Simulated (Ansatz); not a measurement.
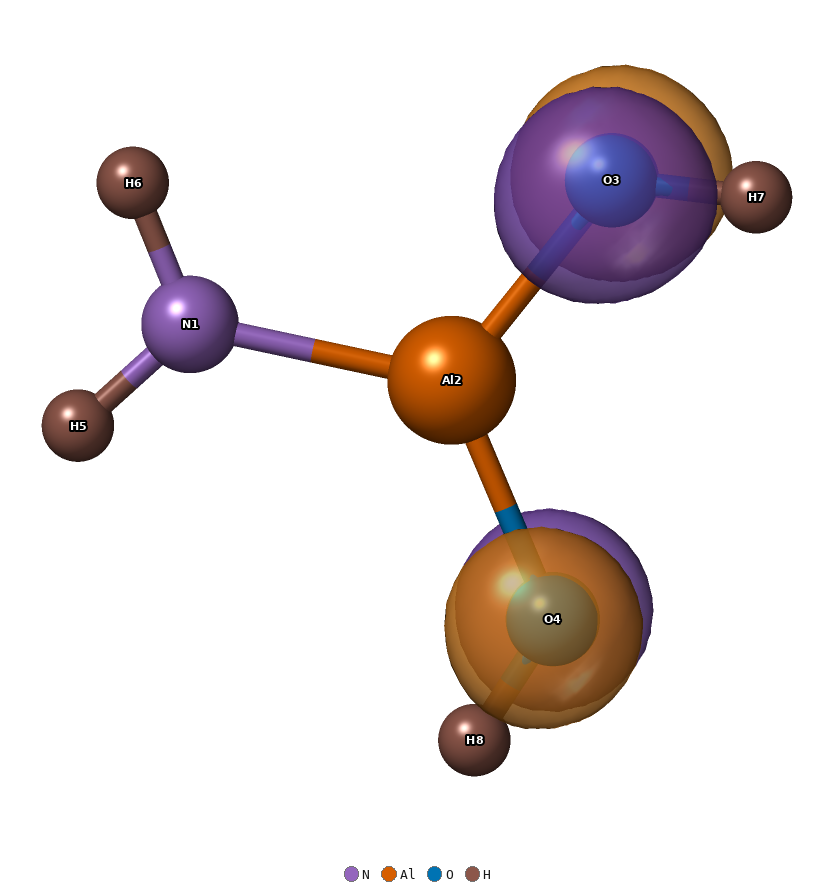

AlH4NO2. The HOMO−1 at ±0.2 Å⁻³ᐟ² (orange and purple are the two phases), seen across its widest extent.

Theory: RKS PBE-D4/def2-SVPD in Ansatz 0.2.0.

```yaml
atoms:
  - { symbol: N, position_ang: [-0.6565, 1.1576, 0.1770] }
  - { symbol: Al, position_ang: [0.2211, -0.3731, -0.0567] }
  - { symbol: O, position_ang: [1.9365, -0.2731, -0.2100] }
  - { symbol: O, position_ang: [-0.5336, -1.9269, -0.1409] }
  - { symbol: H, position_ang: [-1.6651, 1.2602, 0.2704] }
  - { symbol: H, position_ang: [-0.1957, 2.0651, 0.2319] }
  - { symbol: H, position_ang: [2.4915, -1.0563, -0.3300] }
  - { symbol: H, position_ang: [-1.4835, -2.0797, -0.0427] }
```

> What is the character of this orbital?

Its weight (Hirshfeld) is mainly on O3 (about 50 %) and O4 (about 35 %); it changes sign across the molecular plane (π type). Its energy is −7.19 eV.
